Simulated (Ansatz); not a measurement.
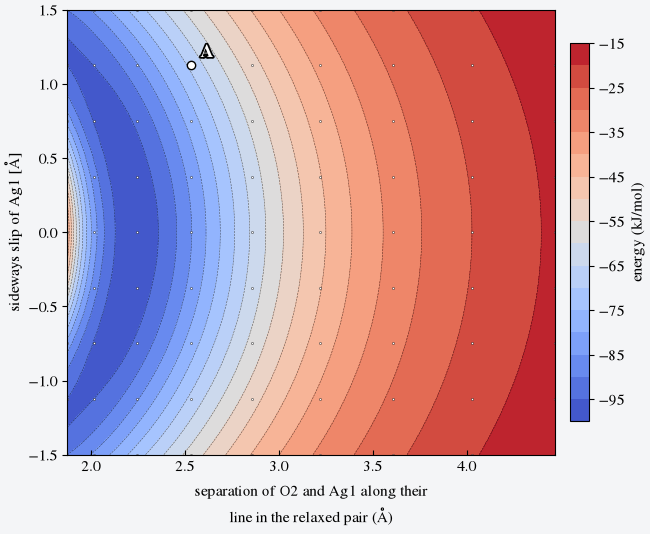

CAgOS, charge +1. The first coordinate is: separation of O2 and Ag1 along their line in the relaxed pair; the second: sideways slip of Ag1. Nothing is relaxed (both partners rigid). Grid: 9 × 9 points. Points are written as (first, second). Energies: kJ/mol, counted from the ion and the molecule far apart, frozen as in the relaxed pair, each in its own basis (no counterpoise correction). Method: RKS CAM-B3LYP-D4/def2-SVPD in Ansatz.

Drawn: filled contours, dots at the grid points, the point A. Between grid points the surface is interpolated.

Question: Which way does the force act at A, and how strong is it?

Answer: A, at (2.531 Å, 1.125 Å), is not a stationary point. The computed force is 57 kJ/mol for each Å towards smaller values of the first coordinate and 27 kJ/mol for each Å towards smaller values of sideways slip of Ag1.
